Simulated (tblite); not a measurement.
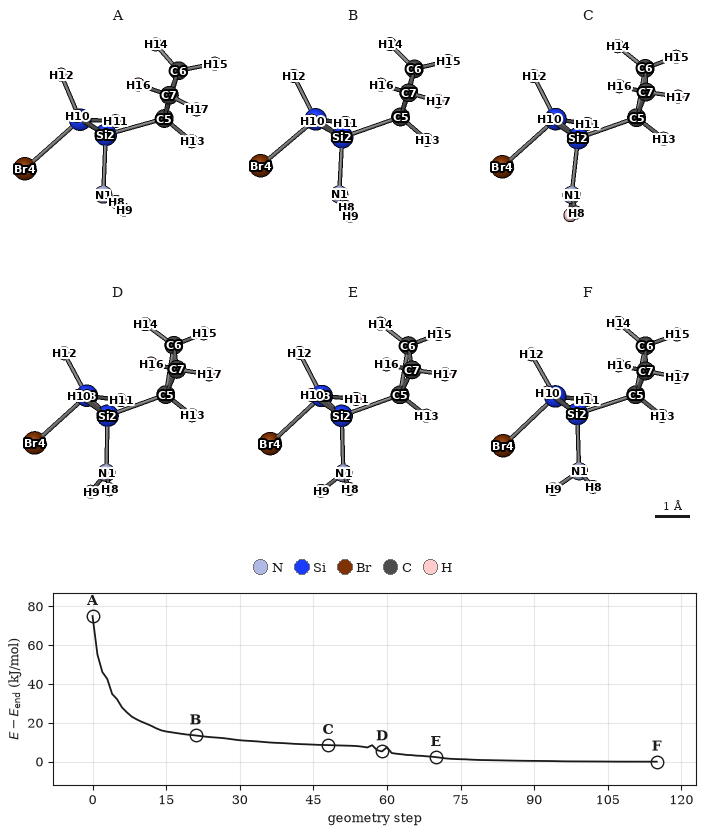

Frames of a relaxation of C3H10BrNSi2, marked on the history of the run. Style: ball-and-stick. Shown from a free direction.

All numbers below come from GFN2-xTB geometry optimisation, gas phase in tblite. 

Q: Describe the path.

A: The atom that moves furthest after the best rigid fit is H9 (1.26 Å). Largest moves by element: H 1.26 Å, Br 0.34 Å, C 0.20 Å, N 0.20 Å, Si 0.16 Å. Some distances before and after: N1–Si2 1.808 → 1.721 Å, Si2–Si3 2.219 → 2.306 Å, N1–H9 1.048 → 1.008 Å, C5–H13 1.120 → 1.084 Å. Among the angles between lasting bonds that change: Si2–N1–H8 107.9° → 120.2°, Si2–N1–H9 108.5° → 119.8°, Br4–Si3–H11 112.6° → 101.7°. Over 115 geometry steps the energy falls by 75.1 kJ/mol. From step 0 to 21: H atoms move most (0.32 Å), energy −61.5 kJ/mol. From step 21 to 48: H9 moves most (0.46 Å), energy −4.98 kJ/mol. From step 48 to 59: H9 moves most (0.30 Å), energy −3.24 kJ/mol. From step 59 to 70: H9 moves most (0.20 Å), energy −2.96 kJ/mol. From step 70 to 115: H8 moves most (0.30 Å), energy −2.34 kJ/mol.

```json
{"step": "0", "E − E(0), kJ/mol": "0.00"}
{"step": "1", "E − E(0), kJ/mol": "-19.85"}
{"step": "2", "E − E(0), kJ/mol": "-28.85"}
{"step": "3", "E − E(0), kJ/mol": "-32.39"}
{"step": "4", "E − E(0), kJ/mol": "-40.16"}
{"step": "5", "E − E(0), kJ/mol": "-42.87"}
{"step": "6", "E − E(0), kJ/mol": "-47.09"}
{"step": "7", "E − E(0), kJ/mol": "-49.63"}
{"step": "8", "E − E(0), kJ/mol": "-51.84"}
{"step": "9", "E − E(0), kJ/mol": "-53.27"}
{"step": "10", "E − E(0), kJ/mol": "-54.48"}
{"step": "16", "E − E(0), kJ/mol": "-59.89"}
{"step": "21", "E − E(0), kJ/mol": "-61.54"}
{"step": "27", "E − E(0), kJ/mol": "-63.03"}
{"step": "32", "E − E(0), kJ/mol": "-64.37"}
{"step": "38", "E − E(0), kJ/mol": "-65.40"}
{"step": "43", "E − E(0), kJ/mol": "-66.07"}
{"step": "49", "E − E(0), kJ/mol": "-66.60"}
{"step": "54", "E − E(0), kJ/mol": "-67.05"}
{"step": "60", "E − E(0), kJ/mol": "-67.67"}
{"step": "65", "E − E(0), kJ/mol": "-71.68"}
{"step": "71", "E − E(0), kJ/mol": "-73.04"}
{"step": "76", "E − E(0), kJ/mol": "-73.85"}
{"step": "82", "E − E(0), kJ/mol": "-74.34"}
{"step": "87", "E − E(0), kJ/mol": "-74.57"}
{"step": "93", "E − E(0), kJ/mol": "-74.74"}
{"step": "98", "E − E(0), kJ/mol": "-74.92"}
{"step": "104", "E − E(0), kJ/mol": "-74.99"}
{"step": "109", "E − E(0), kJ/mol": "-75.05"}
{"step": "115", "E − E(0), kJ/mol": "-75.06"}
```
